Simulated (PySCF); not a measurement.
DyF (sextet)

```xyz
2

Dy    0.0000    0.0000   -0.2048
F     0.0000    0.0000    1.7672
```

These are results of PBE0/x2c-TZVPall, spin-free X2C-1e, Gaussian nucleus, at a bond length of 1.972 Å in PySCF, not measurements.

Q: Predict the electron density, electron localisation function and spin density between the atoms.

A: Dy–F (1.97 Å): ρ is about 0.98 e/Å³ halfway, with its minimum of 0.88 e/Å³ about 1.1 Å from Dy; the ELF peaks at about 0.85 in the valence shell of F, 0.5 Å from its nucleus, and drops to about 0.20 between the two atoms.
The unpaired spin (5 electrons) lies mostly on Dy1 (about 5.0), in electrons by Hirshfeld's partition.

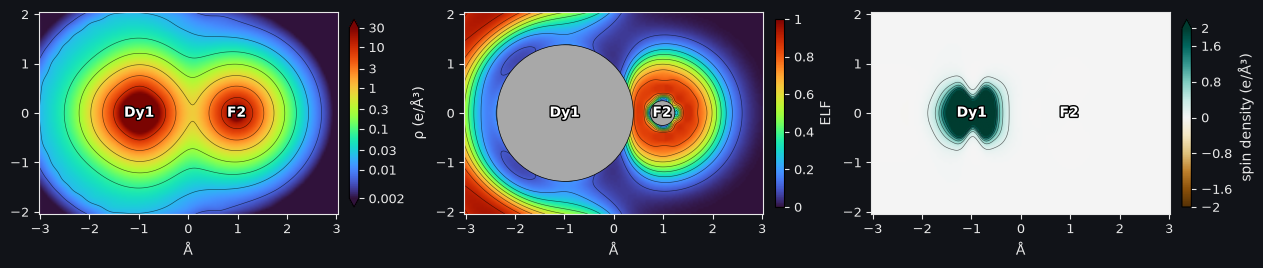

Computed electron density, electron localisation function and spin density on a plane that holds the molecular axis, in this order. Grey discs cover the atomic cores in the ELF map. 
